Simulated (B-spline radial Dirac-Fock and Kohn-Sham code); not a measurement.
**W: core levels and X-ray properties**

What does theory give for atomic tungsten? The session works out its X-ray form factor and Compton profile and the binding energy of each subshell.

Method: a free atom or ion on a radial basis; each step names its model; computed with B-spline radial Dirac-Fock and Kohn-Sham code, version 2.

## 1. The system

Atomic tungsten, 1s2 2s2 2p6 3s2 3p6 3d10 4s2 4p6 4d10 4f14 5s2 5p6 5d6 (an excited configuration).

```yaml
nuclear_charge: 74
electrons: 74
mass_number: 184
nuclear_rms_radius: 5.3658 fm
```

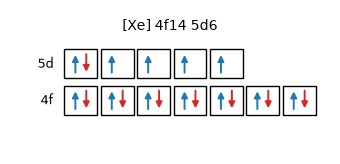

The shells outside the core; arrows follow Hund's rule for the drawing alone (heavy ions are jj-coupled), while the calculation averages over the configuration.

## 2. X-ray scattering functions

Model: Dirac-Fock average of configuration, finite nucleus; form factor of the spherical density, Waller-Hartree incoherent function, impulse-approximation Compton profiles.

The run's settings:

```ini
task = scatter
Z = 74
charge = 0
configuration = 1s2 2s2 2p6 3s2 3p6 3d10 4s2 4p6 4d10 4f14 5s2 5p6 5d6
mass_number = 184
rms_radius = 5.3658  # fm
s = [0.0, 0.05, 0.1, 0.15, 0.2, 0.25, 0.3, 0.35, 0.4, 0.45, 0.5, 0.6, 0.7, 0.8, 0.9, 1.0, 1.1, 1.2, 1.4, 1.6, 1.8, 2.0, 2.5, 3.0, 3.5, 4.0, 5.0, 6.0]  # 1/A
pz = [0, 0.1, 0.15, 0.21, 0.31, 0.46, 0.67, 0.98, 1.4, 2.1, 3.0, 4.5, 6.5, 9.5, 14.0, 20.0, 30.0, 43.0, 64.0, 93.0, 140.0]  # a.u.
photon_energy = [1000, 5000, 8047.8, 17479.3, 20000, 200000, 500000, 1000000]  # eV
```

The program writes no log. Results of the run, from its result record (rounded, main fields):

```text
{
  "status": "converged",
  "form_factor [e]": [74.0, 72.869, 70.039, 66.459, 62.702, 59.01, 55.488, 52.181, 49.108, 46.266, 43.642, 38.96, 34.901, 31.351, 28.254, 25.581, 23.311, 21.411, 18.545, 16.571, 15.104, 13.871, 11.091, 8.6817, 6.9218, 5.803, 4.6424, 3.8923],
  "incoherent": [5.3895e-12, 1.4586, 4.3953, 7.2176, 9.7586, 12.198, 14.587, 16.902, 19.113, 21.194, 23.129, 26.561, 29.512, 32.137, 34.543, 36.778, 38.866, 40.83, 44.441, 47.657, 50.453, 52.823, 57.225, 60.248, 62.522, 64.319, 66.963, 68.774],
  "compton_total [1/a.u.]": [9.1938, 9.1852, 9.174, 9.1521, 9.0836, 8.8615, 8.287, 7.1558, 5.7213, 4.2706, 3.4812, 2.5397, 1.5351, 0.84003, 0.43532, 0.20992, 0.079294, 0.029826, 0.0094222, 0.0028781, 0.00066477],
  "shells": ["1s1/2", "2s1/2", "2p1/2", "2p3/2", "3s1/2", "3p1/2", "3p3/2", "3d3/2", "3d5/2", "4s1/2", "4p1/2", "4p3/2", "4d3/2", "4d5/2", "4f5/2", "4f7/2", "5s1/2", "5p1/2", "5p3/2", "5d3/2", "5d5/2"],
  "occupation": [2.0, 2.0, 2.0, 4.0, 2.0, 2.0, 4.0, 4.0, 6.0, 2.0, 2.0, 4.0, 4.0, 6.0, 6.0, 8.0, 2.0, 2.0, 4.0, 2.4, 3.6],
  "mean_momentum [a.u.]": [77.03, 27.514, 36.288, 32.115, 13.872, 16.561, 15.313, 18.408, 17.971, 7.0675, 7.9281, 7.3881, 8.0952, 7.9048, 7.7519, 7.6468, 2.7397, 2.8533, 2.5963, 1.8313, 1.7217],
  "r2 [bohr^2]": 64.737,
  "r_inverse [1/bohr]": 545.54,
  "r1 [bohr]": 44.715,
  "coherent [b]": [3505.3, 2287.8, 1647.6, 734.08, 621.67, 16.147, 2.9108, 0.75621],
  "incoherent_cross_section [b]": [1.156, 8.2647, 12.51, 20.697, 22.214, 28.061, 20.934, 15.493],
  "radial_jk": {
    "5d": {"j0": [1.0, 0.88995, 0.64485, 0.39838, 0.21238, 0.091864, 0.022567, -0.01179, -0.02442, -0.024774, -0.01911, -0.0035524, 0.0079564, 0.013057, 0.013342, 0.011018, 0.0077963, 0.0047116, 0.00056527, -0.00082165, -0.00055535, 0.00030544, 0.0018558, 0.0017339, 0.00098197, 0.00032874, -0.00021378, -0.00022757], "j2": [0.0, 0.042468, 0.12423, 0.18253, 0.20083, 0.18935, 0.1619, 0.12878, 0.096274, 0.067702, 0.044402, 0.013622, -0.00049158, -0.0043883, -0.0032325, -0.00032193, 0.0025722, 0.0046924, 0.0062002, 0.0052389, 0.0034284, 0.0017547, -0.00017199, 3.7447e-05, 0.0006332, 0.0009578, 0.00085564, 0.00049769], "j4": [0.0, 0.001116, 0.011868, 0.034745, 0.06042, 0.080826, 0.093049, 0.097359, 0.095311, 0.088753, 0.079389, 0.057508, 0.036971, 0.020907, 0.0098952, 0.0032659, -7.4615e-05, -0.0012132, -0.00022833, 0.0017838, 0.0031362, 0.003554, 0.0022792, 0.00069096, -1.3226e-05, -6.8222e-05, 0.00033156, 0.00052572], "r2": 6.4865, "r4": 100.79, "r6": 3230.6}
  }
}
```

Form factor and incoherent function, every second point:

```
s (1/Å)  f (e)  f / N   S(s)
      0  74.00  1.000      0
  0.100  70.04  0.946  4.395
  0.200  62.70  0.847  9.759
  0.300  55.49  0.750  14.59
  0.400  49.11  0.664  19.11
  0.500  43.64  0.590  23.13
  0.700  34.90  0.472  29.51
  0.900  28.25  0.382  34.54
   1.10  23.31  0.315  38.87
   1.40  18.54  0.251  44.44
   1.80  15.10  0.204  50.45
   2.50  11.09  0.150  57.22
   3.50  6.922  0.094  62.52
   5.00  4.642  0.063  66.96
```

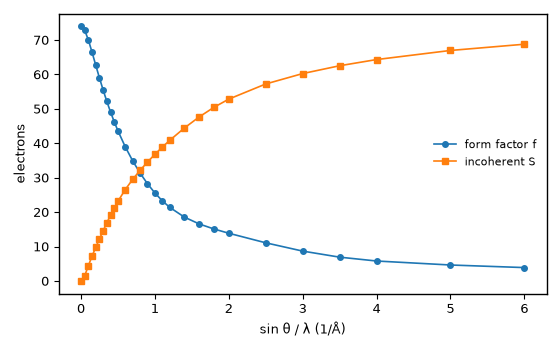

Form factor and incoherent scattering function.

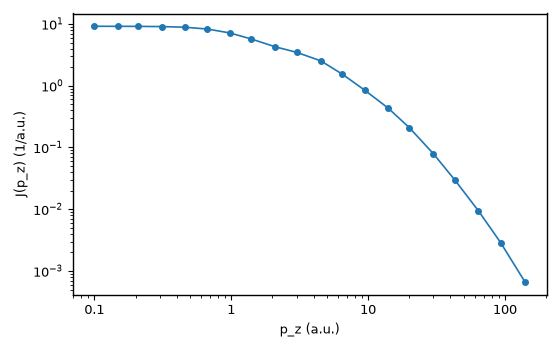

Compton profile, summed over all shells.

## 3. Binding energies

Model: Dirac-Fock average of configuration, Delta-SCF, finite nucleus, first-order Breit with its frequency dependence, self-energy and vacuum polarisation.

The run's settings:

```ini
task = binding
```

The program writes no log. Results of the run, from its result record (rounded, main fields):

```text
{
  "status": "converged",
  "shells": ["K", "L1", "L2", "L3", "M1", "M2", "M3", "M4", "M5", "N1", "N2", "N3", "N4", "N5", "N6", "N7", "O1", "O2", "O3", "O4,5"],
  "total_energy_parts [Ha]": [-16155.9951, 19.2287443, -2.03643252, -0.333317489, 14.0046808, -2.52404478],
  "koopmans [eV]": [69963.9, 12208.4, 11648.6, 10293.0, 2870.21, 2621.95, 2324.29, 1912.01, 1847.92, 621.302, 517.306, 447.585, 276.564, 263.464, 47.3475, 44.9122, 89.8064, 56.6862, 46.424, 5.58038],
  "dirac_coulomb [eV]": [69872.4, 12152.2, 11587.9, 10235.4, 2837.07, 2587.78, 2291.78, 1876.78, 1813.29, 605.876, 502.081, 433.473, 262.857, 250.146, 35.3999, 33.1801, 84.7514, 52.2828, 42.6061, 4.03583],
  "gaunt [eV]": [-252.03, -27.4862, -47.3989, -32.537, -4.8975, -8.72697, -5.68734, -3.71316, -2.48138, -0.98759, -1.78756, -1.052, -0.473181, -0.219569, 0.147714, 0.238653, -0.133261, -0.211018, -0.101418, 0.0056738],
  "retardation [eV]": [18.8916, 2.2854, 5.11081, 5.10324, 0.391054, 0.918615, 0.923454, 0.364975, 0.354724, 0.0861532, 0.199496, 0.192727, 0.048851, 0.0469055, -0.0352491, -0.0347731, 0.0095957, 0.0216684, 0.020345, -0.000966758],
  "breit_frequency [eV]": [4.06102, -0.353588, -0.0418169, 1.78419, -0.0888452, -0.0945689, 0.359479, -0.0365772, 0.00131698, -0.0223306, -0.0263659, 0.0813542, -0.00979869, -0.00108391, -0.00453714, -0.00483145, -0.00378103, -0.00438979, 0.0108462, -0.000338163],
  "self_energy [eV]": [-148.194, -21.339, -0.141965, -1.57254, -4.90064, -0.141006, -0.401696, 0.339717, 0.163936, -1.1858, -0.0252625, -0.0845859, 0.0735919, 0.0379598, 0.0428057, 0.0331238, -0.201289, -0.0027869, -0.0101131, 0.00160951],
  "vacuum_polarisation [eV]": [28.1028, 3.79567, 0.161557, -0.136726, 0.847048, 0.0398604, -0.0360113, -0.0393656, -0.0373941, 0.205585, 0.00919804, -0.00906272, -0.00867488, -0.00822646, -0.00447287, -0.00434107, 0.0350006, 0.00141684, -0.00132032, -0.000167785],
  "binding [eV]": [69523.2, 12109.1, 11545.6, 10208.1, 2828.42, 2579.78, 2286.94, 1873.7, 1811.29, 603.972, 500.451, 432.601, 262.487, 250.002, 35.5461, 33.408, 84.4576, 52.0877, 42.5245, 4.04164],
  "mean_radius [bohr]": [0.0183458, 0.076897, 0.063732, 0.071648, 0.200102, 0.190422, 0.204977, 0.179741, 0.184233, 0.449786, 0.455634, 0.487005, 0.505066, 0.516293, 0.59457, 0.603556, 1.0901, 1.20143, 1.30373, 2.32395]
}
```

total_energy_parts: Dirac-Coulomb, Gaunt, retardation, frequency dependence, self-energy, vacuum polarisation. 

Each level as Koopmans' value plus corrections (eV):

```
     level       -ε  relaxation    Breit      QED  binding
    K (1s)  69963.9      -91.52  -229.08  -120.09  69523.2
   L1 (2s)  12208.4      -56.18   -25.55   -17.54  12109.1
L2 (2p1/2)  11648.6      -60.67   -42.33     0.02  11545.6
L3 (2p3/2)  10293.0      -57.58   -25.65    -1.71  10208.1
   M1 (3s)   2870.2      -33.14    -4.60    -4.05   2828.4
M2 (3p1/2)   2621.9      -34.16    -7.90    -0.10   2579.8
M3 (3p3/2)   2324.3      -32.51    -4.40    -0.44   2286.9
M4 (3d3/2)   1912.0      -35.23    -3.38     0.30   1873.7
M5 (3d5/2)   1847.9      -34.63    -2.13     0.13   1811.3
   N1 (4s)    621.3      -15.43    -0.92    -0.98    604.0
N2 (4p1/2)    517.3      -15.22    -1.61    -0.02    500.5
N3 (4p3/2)    447.6      -14.11    -0.78    -0.09    432.6
N4 (4d3/2)    276.6      -13.71    -0.43     0.06    262.5
N5 (4d5/2)    263.5      -13.32    -0.17     0.03    250.0
N6 (4f5/2)    47.35      -11.95     0.11     0.04    35.55
N7 (4f7/2)    44.91      -11.73     0.20     0.03    33.41
   O1 (5s)    89.81       -5.06    -0.13    -0.17    84.46
O2 (5p1/2)    56.69       -4.40    -0.19     0.00    52.09
O3 (5p3/2)    46.42       -3.82    -0.07    -0.01    42.52
 O4,5 (5d)     5.58       -1.54     0.00     0.00     4.04
```

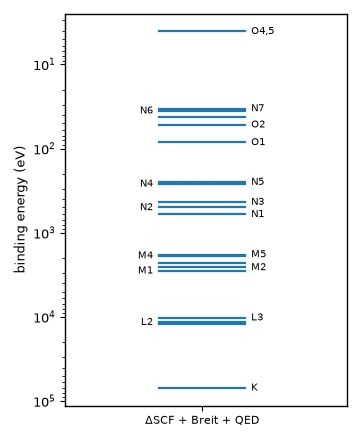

The levels on a logarithmic scale.

Line energies follow by subtraction:

```
        line  energy (eV)
 Kβ2' (K-N3)      69090.6
Kβ2'' (K-N2)      69022.8
  Kβ1 (K-M3)      67236.3
  Kβ3 (K-M2)      66943.4
  Kα1 (K-L3)      59315.1
  Kα2 (K-L2)      57977.6
 Lγ4 (L1-O3)      12066.6
 Lγ3 (L1-N3)      11676.5
 Lγ2 (L1-N2)      11608.7
 Lγ1 (L2-N4)      11283.1
 Lγ5 (L2-N1)      10941.6
 Lβ7 (L3-O1)      10123.6
 Lβ2 (L3-N5)       9958.1
Lβ15 (L3-N4)       9945.6
```

## 4. Summary of results

```
                        quantity         value
rms radius of the electron cloud    0.935 bohr
           form factor halves at      0.65 1/Å
         Compton profile at zero  9.194 1/a.u.
    deepest level listed, K (1s)    69523.2 eV
          least bound, O4,5 (5d)       4.04 eV
                             Kα1    59315.1 eV
```

What this shows: f falls from 74 to half of that at s = 0.65 1/Å. Incoherent scattering outweighs coherent from 200 keV on, among the energies asked. The K (1s) level lies 91.5 eV under Koopmans' value by relaxation alone; Breit gives -229.08 and QED -120.09 eV. The Hartree-Fock and Dirac-Fock values hold no electron correlation.
